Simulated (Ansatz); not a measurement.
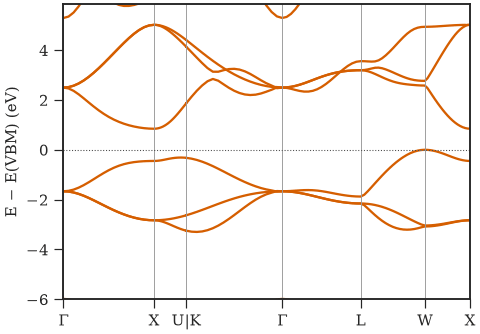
*Band structure from plane-wave PAW PBE (Ansatz code)*

Question: Read off the gap and where the band edges lie.

Answer: About 0.8 eV (0.84 eV by a search for the band edges); maximum at W, minimum at X.

The material is PbS (zinc blende, F-43m).

A made-up cell: these elements were put on the sites of a structure type; neither database checked (COD, Materials Project) lists it. It is not the phase usual at ambient conditions (space group No. 225). Symmetry was held in the PBE relaxation. At this level the phase is mechanically unstable. Scalar-relativistic: spin–orbit coupling is off unless named, which matters more the heavier the elements.

Potentials: the later of the program's two PAW sets.
